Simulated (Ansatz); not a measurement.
Partial pair distribution functions of a relaxed model of amorphous Ge₂₈Se₂₈O₃, broadened by 0.06 Å; density 4.77 g/cm³. Method: PBE-D3(BJ), scalar-relativistic without spin-orbit coupling (plane waves to 420 eV, PAW; Ansatz, a first-principles code).

Preparation: random packing, a CHGNet melt and quench, and a DFT relaxation. O atoms were pushed apart under 1.9 Å during the dynamics, to hinder bonds among them. The hot cell started wider than the set density and was brought back towards it in steps. It is the lowest in DFT energy of 3 quenches. It is a model cell: composition and starting density were chosen by hand, and all elements were melted together. The geometry includes D3(BJ) dispersion. Its density started from a set value of 4.92 and ended at 4.77 g/cm³. Cooling (nominally 120 K/ps over its main leg) ran many orders faster than in experiment, which tends to leave more defects and strain. Values belong to this one cell and scatter from quench to quench. Volume and shape were free in the relaxation. Stress components on the final sampling reach 0.5 GPa. Cycles of charging lowered its energy after that relaxation.

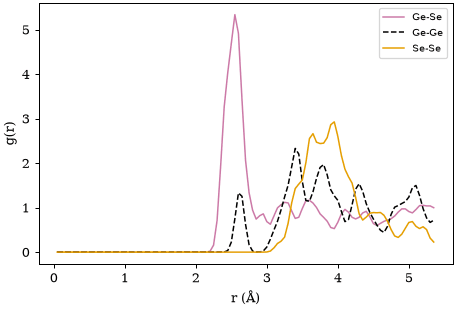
Partial pair distribution functions

Highest peaks under 4.5 Å: Ge-Se near 2.55 Å, Ge-Ge near 3.40 Å, Se-Se near 3.95 Å; pairs of few atoms are noisy.

Within 2.81 Å each Ge has 2.54 Se neighbours on average.
